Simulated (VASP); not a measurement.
Band structure of CaSi2 (space group P6/mmm). All values below come from PBEsol GGA, VASP's PBE PAW potentials (set 64) (plane waves; VASP).

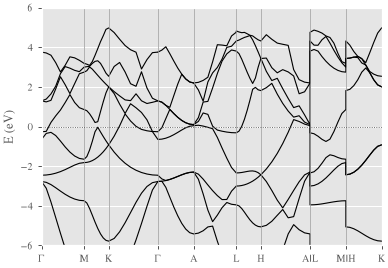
Figure. Bands along high-symmetry lines, zero at the valence-band maximum or, without a gap, the Fermi level

**Question.** Read the plot: is there a gap, and where are the band edges?

**Answer.** It has no gap at this level: it comes out as a metal or semimetal. (Edges off the drawn lines would not show.)

The structure comes from a computed database's CaSi2 entry (P6/mmm); how it stands against other phases isn't given here. It was relaxed first.
